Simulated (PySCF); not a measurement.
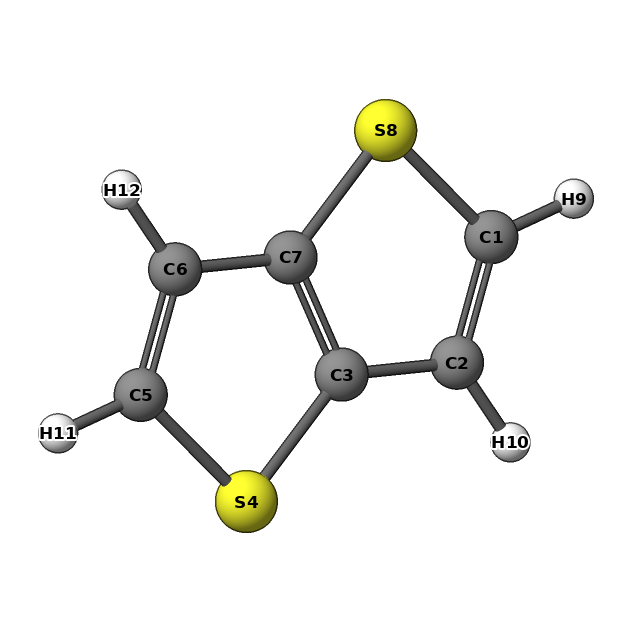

The questions are on isotropic NMR shieldings of the C atoms. Computed geometry: GFN2-xTB optimisation. No frequency run is at hand to confirm it as a minimum. Method: GIAO PBE0/pcSseg-1 NMR shielding, non-relativistic, gas phase (PySCF 2.14.0).

Give the isotropic NMR shieldings of the C atoms atom by atom.

| atom | σ (ppm) |
| --- | --- |
| C1 | 51.7 |
| C2 | 63.2 |
| C3 | 40.0 |
| C5 | 51.7 |
| C6 | 63.2 |
| C7 | 40.0 |
